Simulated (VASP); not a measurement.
Band structure of BP (space group P6_3mc). Level of theory: r2SCAN meta-GGA, VASP's PBE PAW potentials (set 64) (plane waves; VASP).

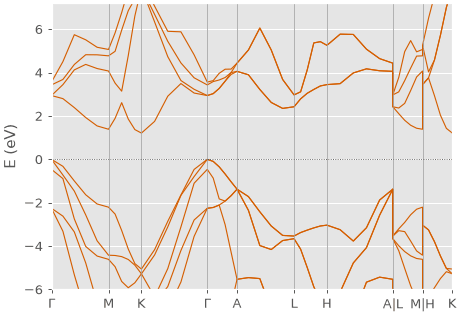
Figure: Bands along high-symmetry lines, zero at the valence-band maximum or, without a gap, the Fermi level

Task: Read the plot: is there a gap, and where are the band edges?

Result: The gap is indirect, 1.21 eV, from the valence maximum at Γ to the conduction minimum at K.

The structure comes from a computed database's BP entry (P6_3mc); how it stands against other phases isn't given here. It was relaxed first.
